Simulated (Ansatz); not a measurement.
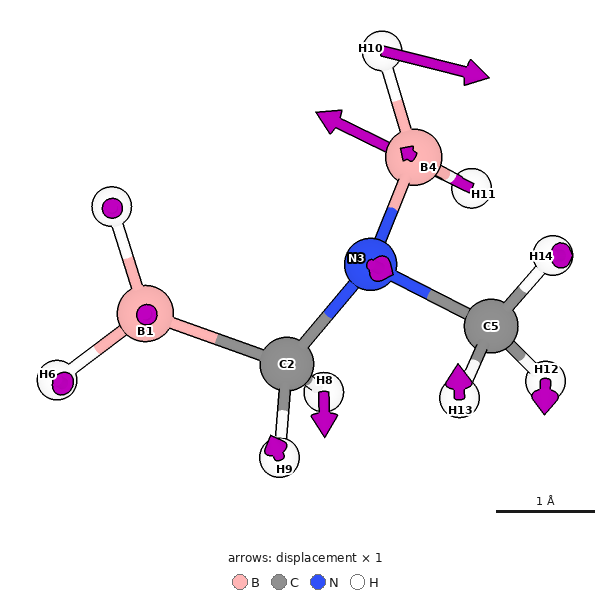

This is a relaxation of C₂H₉B₂N. The starting structure is drawn; purple arrows show the displacements, at their true length. The two geometries are superimposed by the best rigid fit.

A ball-and-stick model, seen at a tilt.

The run prepares an end point of a later path (torsion) calculation, from a guessed geometry.

The calculation used RKS PBE/6-31G (Ansatz).

The input:
```yaml
crystal:
  periodic: [false, false, false]
  atoms:
    - { symbol: B, position_ang: [-1.0568, 1.8042, 0.3329] }
    - { symbol: C, position_ang: [-0.5336, 0.4079, 0.7118] }
    - { symbol: "N", position_ang: [0.4679, -0.0302, -0.2625] }
    - { symbol: B, position_ang: [-0.0697, -0.5701, -1.5395] }
    - { symbol: C, position_ang: [1.3391, -1.089, 0.3333] }
    - { symbol: H, position_ang: [-1.9256, 2.3745, 1.0001] }
    - { symbol: H, position_ang: [-0.6862, 2.4162, -0.6362] }
    - { symbol: H, position_ang: [-1.3275, -0.3043, 0.7848] }
    - { symbol: H, position_ang: [-0.0864, 0.5445, 1.7699] }
    - { symbol: H, position_ang: [0.0802, -0.0574, -2.5481] }
    - { symbol: H, position_ang: [-0.8764, -1.5158, -1.4744] }
    - { symbol: H, position_ang: [0.7452, -1.9476, 0.6911] }
    - { symbol: H, position_ang: [1.8289, -0.6512, 1.2181] }
    - { symbol: H, position_ang: [2.0879, -1.4109, -0.3524] }
basis:
  gaussian: { orbitals: "6-31G" }
hamiltonian:
  xc: pbe
relax:
  f_tol: 0.015
  max_steps: 40
output:
  orbitals: {}
```

Command:
```bash
ansatz run input.yaml --threads 1 --pin off --max-ram 2048MiB --backend cpu --events-out ev --progress --plain --runs-dir out
```

Atoms of which element are displaced furthest, and by how much?

Hydrogen: up to 1.82 Å, against 0.41 Å for nitrogen.

What did the optimiser do to the structure, and how much energy did it gain?

Over 17 geometry steps the energy falls by 48.1 kcal/mol. The largest force component goes from 1.9 to 0.0065 eV/Å. The largest move after the best rigid fit is that of H11, 1.82 Å. By element the largest moves are H 1.82 Å, N 0.41 Å, B 0.25 Å, C 0.08 Å. Near-neighbour distances that change, for instance: N3–B4 1.487 → 1.405 Å, B4–H10 1.141 → 1.205 Å, C2–H8 1.069 → 1.111 Å, B4–H11 1.245 → 1.206 Å. Among the angles between lasting bonds that change: B4–N3–C5 107.2° → 122.8°, B1–C2–N3 109.9° → 118.6°, C2–N3–B4 115.6° → 123.1°. Groups turn about B1–C2 by about 20°. Cost: 82 s on 1 thread of Intel(R) Xeon(R) Platinum 8259CL CPU @ 2.50GHz (Skylake/Cascade Lake), on a shared host, peak memory 0.18 GiB.
